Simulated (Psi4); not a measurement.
# C2H2F4 (SMILES FCC(F)(F)F): r2SCAN/cc-pVDZ

What is the vertical ionisation energy of C2H2F4 at r2SCAN/cc-pVDZ? 

Program for the calculation: Psi4 1.11.

1 further run of the same task is left out (set aside as unsound or not needed).

### 1 The system as given

C2H2F4: 8 atoms, total charge 0, spin state singlet. As SMILES, `FCC(F)(F)F`. The shape is that of a PBE0-D4/def2-TZVP optimisation.

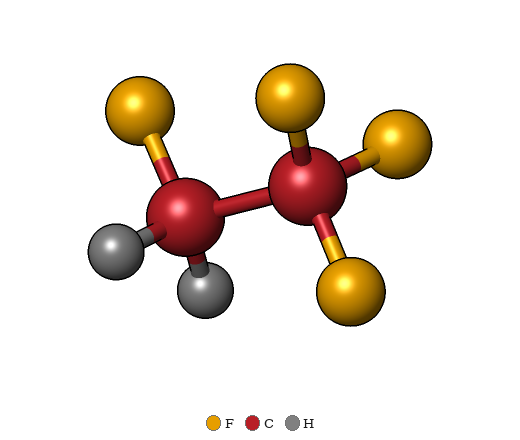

Viewed from a chosen angle; fluorine amber, carbon red, hydrogen grey.

### 2 The energy at r2SCAN/cc-pVDZ

Contents of run.py:

```python
import psi4

psi4.set_memory(1600000000)
psi4.set_num_threads(1)
psi4.set_output_file('run.log', False)

m = psi4.geometry("""
0 1
F     -0.42443249    -2.84687241     1.72947735
C     -0.39911016    -1.39423993    -0.40005502
C      0.39911016     1.27424233     0.25605789
F      2.71062315     1.34416219     1.25175458
F      0.41025954     2.66791534    -1.85590003
F     -1.18032294     2.35006341     1.89520633
H      0.94864251    -2.17053943    -1.75763427
H     -2.29091498    -1.33244589    -1.22435356
units bohr
symmetry c1
""")

psi4.set_options({
    'basis': 'cc-pVDZ',
    'puream': True,
    'e_convergence': 1e-09,
    'd_convergence': 1e-08,
    'scf_type': 'pk',
    'dft_radial_points': 99,
    'dft_spherical_points': 590,
})

energy_value, wavefunction = psi4.energy("r2scan", return_wfn=True)
print(f'total energy {energy_value:.8f} hartree = {energy_value * 27.211386:.5f} eV')
```

Command:

```console
python run.py
```

run.log:

```text
[...]
  Running in c1 symmetry.
[...]
  Nuclear repulsion =  273.039961114004711
[...]
  Multiplicity = 1
[...]
  Nalpha       = 25
  Nbeta        = 25
[...]
    Number of basis functions: 94
[...]
   @RKS iter   1:  -476.49707912064758   -1.47345e-01   5.54088e-03 ADIIS/DIIS
[...]
   @RKS iter  11:  -476.60364637220550   -9.74296e-11   9.42230e-09 DIIS
[...]
    Orbital Energies [Eh]
    ---------------------
    Doubly Occupied:
       1A    -24.542010     2A    -24.539104     3A    -24.539071
       4A    -24.509885     5A    -10.291010     6A    -10.150134
       7A     -1.286286     8A     -1.197400     9A     -1.195095
      10A     -1.182889    11A     -0.751571    12A     -0.639435
      13A     -0.562749    14A     -0.562265    15A     -0.538375
      16A     -0.479054    17A     -0.474603    18A     -0.427003
      19A     -0.426676    20A     -0.400237    21A     -0.387418
      22A     -0.385544    23A     -0.367404    24A     -0.327238
      25A     -0.318670
[...]
  @RKS Final Energy:  -476.60364637220550
   => Energetics <=
    Nuclear Repulsion Energy =            273.0399611140047114
    One-Electron Energy =               -1203.8367188659003659
    Two-Electron Energy =                 507.5388060019898262
    DFT Exchange-Correlation Energy =     -53.3456946222996322
    Empirical Dispersion Energy =           0.0000000000000000
    VV10 Nonlocal Energy =                  0.0000000000000000
    Total Energy =                       -476.6036463722055032
[...]
 Multipole Moments:
 ------------------------------------------------------------------------------------
     Multipole            Electronic (a.u.)      Nuclear  (a.u.)        Total (a.u.)
 ------------------------------------------------------------------------------------
 L = 1.  Multiply by 2.5417464519 to convert [e a0] to [Debye]
 Dipole X            :          0.9728213           -1.1523862           -0.1795649
 Dipole Y            :          2.5829712           -2.8838426           -0.3008714
 Dipole Z            :          1.8512413           -2.4686435           -0.6174022
 Magnitude           :                                                    0.7098962
[...]
```

The script printed:

```text
total energy -476.60364637 hartree = -12969.04579 eV
```

It took 37 s on 1 thread of Intel Xeon Platinum 8488C (Sapphire Rapids), shared host; peak memory 0.91 GiB.

### 3 The doublet cation: energy and forces at U-r2SCAN/cc-pVDZ

Contents of c2h2f4.xyz:

```xyz
8
C2H2F4
F     -0.224600    -1.506500     0.915200
C     -0.211200    -0.737800    -0.211700
C      0.211200     0.674300     0.135500
F      1.434400     0.711300     0.662400
F      0.217100     1.411800    -0.982100
F     -0.624600     1.243600     1.002900
H      0.502000    -1.148600    -0.930100
H     -1.212300    -0.705100    -0.647900
```

Contents of calc.py:

```python
import psi4

psi4.set_memory('1600 MB')
psi4.set_num_threads(1)
psi4.set_output_file('psi4.out', False)

with open('c2h2f4.xyz') as f:
    atoms = ''.join(f.readlines()[2:])
m = psi4.geometry('1 2\n' + atoms + 'symmetry c1')

psi4.set_options({
    'basis': 'cc-pVDZ',
    'reference': 'uks',
    'puream': True,
    'e_convergence': 1e-09,
    'd_convergence': 1e-08,
    'scf_type': 'pk',
    'dft_radial_points': 99,
    'dft_spherical_points': 590,
    'maxiter': 200,
})

energy_value = psi4.gradient('r2scan', molecule=m)
print('gradient / Eh bohr^-1')
print(energy_value.np.round(6))
for k, v in sorted(psi4.core.scalar_variables().items()):
    print(f'{k:45s} {v:18.10f}')
```

Command:

```console
python calc.py
```

psi4.out, cut to the lines that bear on the results:

```text
[...]
  Running in c1 symmetry.
[...]
  Nuclear repulsion =  273.039960987056929
[...]
  Multiplicity = 2
[...]
  Nalpha       = 25
  Nbeta        = 24
[...]
    Number of basis functions: 94
[...]
   @UKS iter   1:  -476.07591289274319    2.73821e-01   4.51214e-03 ADIIS/DIIS
[...]
   @UKS iter  16:  -476.14699867906995   -3.97904e-13   2.59112e-09 DIIS
[...]
   @S^2 Observed:                7.520403920E-01
[...]
  @UKS Final Energy:  -476.14699867906995
   => Energetics <=
    Nuclear Repulsion Energy =            273.0399609870569293
    One-Electron Energy =               -1189.5805583077560641
    Two-Electron Energy =                 493.2380131261290899
    DFT Exchange-Correlation Energy =     -52.8444144844999073
    Empirical Dispersion Energy =           0.0000000000000000
    VV10 Nonlocal Energy =                  0.0000000000000000
    Total Energy =                       -476.1469986790699522
[...]
 Multipole Moments:
 ------------------------------------------------------------------------------------
     Multipole            Electronic (a.u.)      Nuclear  (a.u.)        Total (a.u.)
 ------------------------------------------------------------------------------------
 L = 1.  Multiply by 2.5417464519 to convert [e a0] to [Debye]
 Dipole X            :          0.7204869           -1.1523862           -0.4318993
 Dipole Y            :          1.7839183           -2.8838426           -1.0999243
 Dipole Z            :          1.5738937           -2.4686435           -0.8947498
 Magnitude           :                                                    1.4822104
[...]
  -Total Gradient:
     Atom            X                  Y                   Z
    ------   -----------------  -----------------  -----------------
       1       -0.001709031194    -0.016868846682     0.016149511469
       2        0.020727146392     0.080749831811    -0.000797633184
       3       -0.033753417253    -0.115214529289    -0.024017614750
       4        0.007480860081     0.020182754707     0.005669267909
       5        0.006029060118     0.023641194827    -0.000497813991
       6        0.005068312361     0.020794144548     0.006066494216
       7       -0.016667753259    -0.002757611654     0.001155414703
       8        0.012858962972    -0.010407229245    -0.003708529371
[...]
```

Standard output:

```text
gradient / Eh bohr^-1
[[-0.001709 -0.016869  0.01615 ]
 [ 0.020727  0.08075  -0.000798]
 [-0.033753 -0.115215 -0.024018]
 [ 0.007481  0.020183  0.005669]
 [ 0.006029  0.023641 -0.000498]
 [ 0.005068  0.020794  0.006066]
 [-0.016668 -0.002758  0.001155]
 [ 0.012859 -0.010407 -0.003709]]
CURRENT ENERGY                                   -476.1469986791
CURRENT REFERENCE ENERGY                         -476.1469986791
DD SOLVATION ENERGY                                 0.0000000000
DFT FUNCTIONAL TOTAL ENERGY                      -476.1469986791
DFT TOTAL ENERGY                                 -476.1469986791
DFT VV10 ENERGY                                     0.0000000000
DFT XC ENERGY                                     -52.8444144845
GRID ELECTRONS ALPHA                               24.9999999569
GRID ELECTRONS BETA                                23.9999999628
GRID ELECTRONS TOTAL                               48.9999999197
NUCLEAR REPULSION ENERGY                          273.0399609871
ONE-ELECTRON ENERGY                             -1189.5805583078
PCM POLARIZATION ENERGY                             0.0000000000
PE ENERGY                                           0.0000000000
SCF ITERATION ENERGY                             -476.1469986791
SCF ITERATIONS                                     16.0000000000
SCF TOTAL ENERGY                                 -476.1469986791
TWO-ELECTRON ENERGY                               493.2380131261
XC GRID RADIAL POINTS                              99.0000000000
XC GRID SPHERICAL POINTS                          590.0000000000
XC GRID TOTAL POINTS                           443234.0000000000
```

Run time: 79 s. Hardware: 1 thread of Intel Xeon Platinum 8488C (Sapphire Rapids), shared host; peak memory 0.89 GiB.

### 4 Results

Level: r2SCAN/cc-pVDZ.

| quantity | value |
| --- | --- |
| singlet C2H2F4: total energy | -476.60365 Eh |
| singlet C2H2F4: dipole moment | 1.80 D |
| singlet C2H2F4: HOMO energy | -8.67 eV |
| singlet C2H2F4: LUMO energy | 1.29 eV |
| singlet C2H2F4: HOMO–LUMO gap | 9.96 eV |
| doublet cation: total energy | -476.14700 Eh |
| doublet cation: HOMO energy (highest over α and β) | -16.73 eV |
| doublet cation: LUMO energy (lowest over α and β) | -16.12 eV |
| doublet cation: ⟨S²⟩ | 0.752 |
| doublet cation: largest force on an atom | 6.296 eV/Å |
| vertical ionisation energy (to the doublet cation) | 12.426 eV |

In words: Removing an electron at fixed nuclei costs 12.43 eV (1199 kJ/mol). −ε(HOMO) before ionisation, 8.67 eV, is 3.75 eV below this ionisation energy.
